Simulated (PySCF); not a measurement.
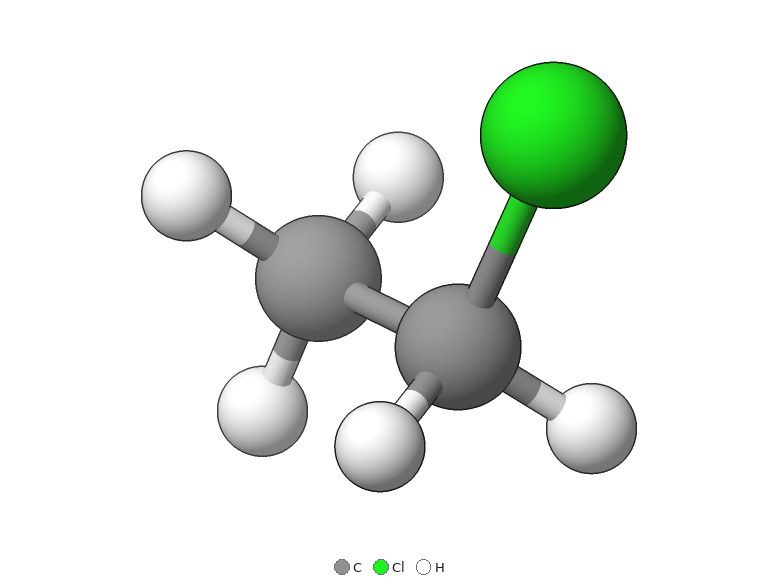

The picture shows a molecular structure as a ball-and-stick model. Every bond is drawn as one stick, whatever its order.

Count the atoms of each element.

Answer. C2H5Cl, 8 atoms: 2 carbon, 5 hydrogen and 1 chlorine.

Which point group does it belong to?

Answer. Cs.

The parts below concern this one geometry. Atoms keep their numbers from picture to picture. Computed geometry: PBE0-D3(BJ)/def2-SVP optimisation. No frequency run is at hand to confirm it as a minimum.

### Spin–spin coupling

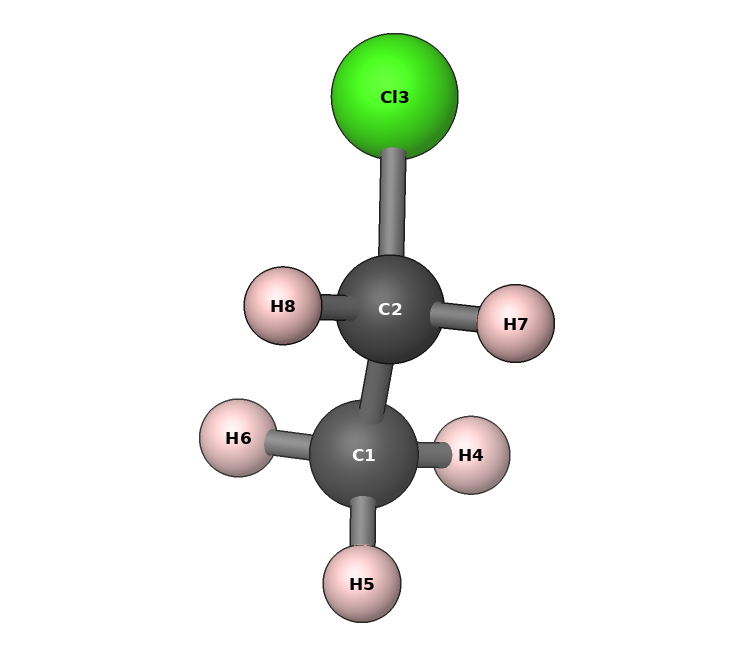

No frequency run is at hand to confirm it as a minimum. Level of theory: B3LYP/aug-cc-pVTZ-J indirect spin-spin coupling, non-relativistic, gas phase (PySCF 2.14.0). Isotopes: 13C, 1H.

Give the spin–spin coupling constants of these pairs, with the number of bonds between them: C1/H4, C1/H8, C1/H7, C2/H6, C2/H5, H4/H6, H7/H8, H4/H8, H4/H7, H5/H7, H6/H8.

```
  pair  bonds apart  J (Hz)
C1, H4            1   138.5
C1, H8            2    −1.9
C1, H7            2    −1.9
C2, H6            2    −6.5
C2, H5            2     3.3
H4, H6            2   −13.5
H7, H8            2   −12.3
H4, H8            3    17.2
H4, H7            3     5.5
H5, H7            3     2.8
H6, H8            3     5.6
```

### Polarisability

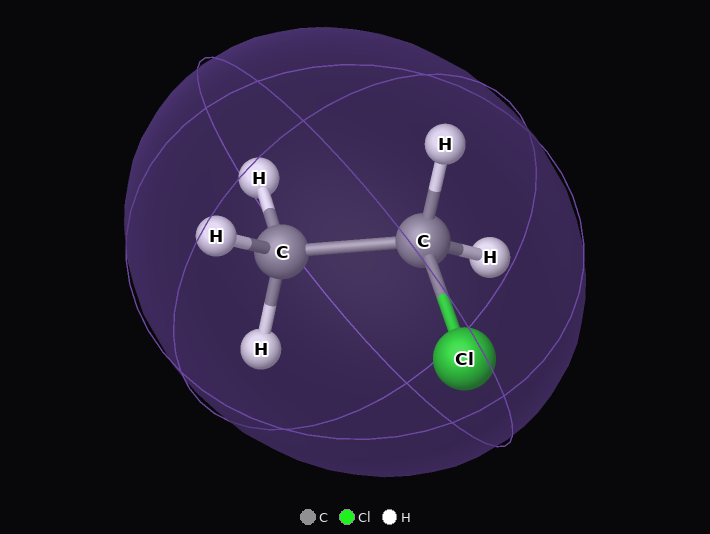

The ellipsoid shows the static dipole polarisability: its half-axes are proportional to the principal values. No frequency run is at hand to confirm it as a minimum. Computed with PBE/def2-SVPD (PySCF 2.14.0).

Give the principal values, the mean and the anisotropy.

Answer. Principal values 37.4, 40.1, 51.5 bohr³; mean 43.0 bohr³ (6.37 Å³); anisotropy 12.9 bohr³, so the longest axis is 1.38 times the shortest.

### Excitation

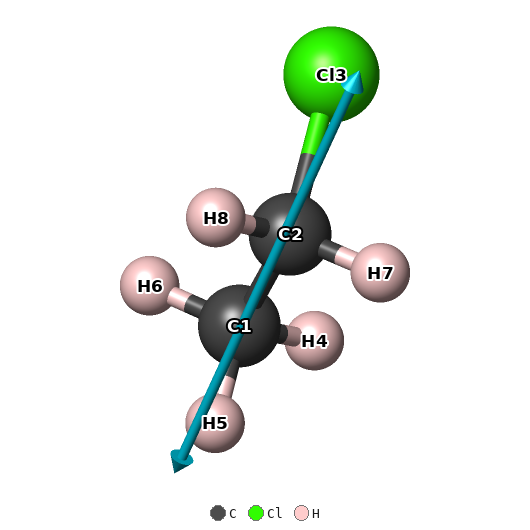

The double arrow shows the direction of the transition dipole to excited singlet state 4 (its length means nothing). No frequency run is at hand to confirm it as a minimum. Properties computed with TDDFT PBE/def2-SVPD, vertical, gas phase, core orbitals frozen in the response (PySCF 2.14.0).

Give its energy, strength and character.

Answer. 7.35 eV (169 nm), oscillator strength 0.049, mainly HOMO−1 → LUMO+1 (weight 0.94); transition dipole 1.33 D.
